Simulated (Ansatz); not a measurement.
# Cl2F2Ga2H2: what the fields show

The calculation's input:

```
crystal:
  periodic: [false, false, false]
  atoms:
    - {symbol: Cl, position_ang: [2.088323, 0.375360, 2.623493]}
    - {symbol: Cl, position_ang: [0.134473, -1.775057, -2.634589]}
    - {symbol: F, position_ang: [1.247369, 0.407641, -0.509713]}
    - {symbol: F, position_ang: [0.961858, -1.804286, 0.501023]}
    - {symbol: Ga, position_ang: [2.401225, -0.535545, 0.718278]}
    - {symbol: Ga, position_ang: [-0.189112, -0.863494, -0.731384]}
    - {symbol: H, position_ang: [-1.502081, -0.395159, -0.077243]}
    - {symbol: H, position_ang: [3.710478, -1.006067, 0.058215]}
basis:
  gaussian:
    orbitals: def2-SVPD
magnetization:
  spin_polarized: false
  initial_magnetization: 0
hamiltonian:
  xc: {name: PBE0}
output: {forces: true, orbitals: {seedname: orbitals}}
```

Run with:

```sh
ansatz run input.yaml --threads 2 --pin off --max-ram 6090MiB --events-out events.jsonl --progress --plain --runs-dir runs
```

Geometry: PBE0-D4/def2-SVP.

The calculation used Ansatz 0.2.0, isolated molecule in a Gaussian basis; Kohn-Sham density functional theory, functional PBE0.

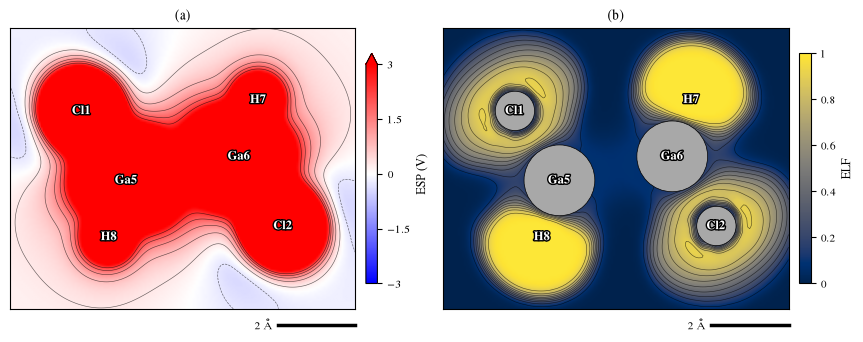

Figure 1. (a) electrostatic potential; (b) electron localisation function on the plane of atoms Cl1, Ga5 and H8. Grey discs cover the atomic cores in the ELF map.

Q: Interpret the plot.

A:
- The plane passes through Cl, Ga and H nuclei.
- Ga–Cl (2.13 Å): the ELF peaks at about 0.85 in the valence shell of Cl, 0.8 Å from its nucleus, and is about 0.55 at the midpoint.
- Ga–H (1.54 Å): the ELF climbs to about 1 towards the hydrogen.
- The ELF also peaks beside Cl2 and Cl1, away from the bonds: lone-pair regions.
- Outside the dense part of the molecule the potential is most negative (−0.5 V) near Cl1 and Cl2.

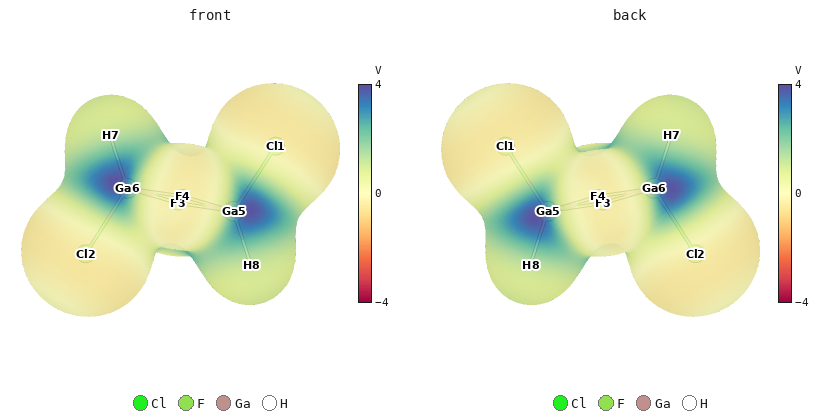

Figure 2. The molecular electrostatic potential painted on the density surface at 0.004 e/bohr³, seen from the front and from behind; red is negative and blue positive.

Q: Describe the electrostatic potential map.

A: The most negative region (about −0.4 V, or −9 kcal/mol for a unit charge) lies over Cl1 and Cl2, the most positive (about +3.8 V, or +88 kcal/mol for a unit charge) over Ga5 and Ga6. Cl1 shows a σ-hole: about +0.2 V at the tip opposite its bond, against about −0.4 V, or −9 kcal/mol for a unit charge on its flanks. Cl2 shows a σ-hole: about +0.2 V at the tip opposite its bond, against about −0.4 V, or −9 kcal/mol for a unit charge on its flanks.

Q: How polar is the molecule by this calculation?

A: Its dipole moment is zero.

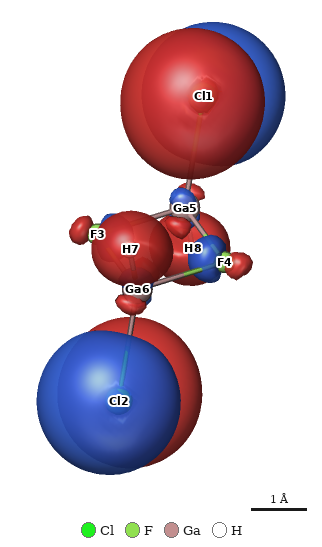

Figure 3. The HOMO−1 at ±0.06 Å⁻³ᐟ² (red and blue are the two phases), seen at an oblique angle.

Q: What is the character of this orbital?

A: By Hirshfeld shares it lies mainly on Cl1 (about 45 %) and Cl2 (about 45 %); it is gerade (even under inversion); largely a combination of lone pairs on Cl1 and Cl2. Its energy is −9.45 eV.
